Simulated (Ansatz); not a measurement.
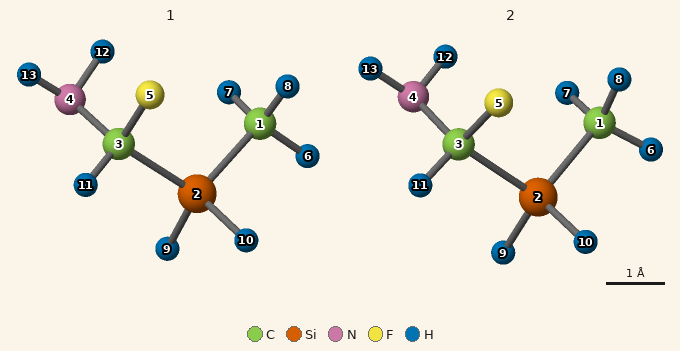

Two geometries of C₂H₈FNSi (coarse preliminary run), drawn at one scale. One is the start of a relaxation, the other its converged end. A ball-and-stick model, seen at a tilt.

Method: RKS PBE-D4/def2-SVP (Ansatz 0.2.0). (force threshold 0.03 eV/Å; at most 200 steps)

Which one is relaxed?

Structure 2 is the relaxed one. The start comes from a force field. Over 5 accepted moves (6 points after the start) the energy falls by 16.1 kcal/mol. Largest force component: 4.5 eV/Å at the start, 0.014 eV/Å at the end. The line search rejected the trial step at point 2 of the run. F5 moves most after the best rigid fit: 0.26 Å. By element the largest moves are F 0.26 Å, H 0.20 Å, N 0.08 Å, Si 0.06 Å, C 0.06 Å. Among the contacts that change: C3–F5 1.374 → 1.445 Å, Si2–C3 1.853 → 1.923 Å, N4–H13 0.965 → 1.027 Å, C1–H8 1.047 → 1.109 Å. Bond angles that change, for instance: N4–C3–F5 105.3° → 113.5°, H12–N4–H13 102.1° → 108.4°, C3–N4–H12 107.3° → 112.8°. Cost: 9 s on 4 threads of Arm Neoverse V2 (shared host).
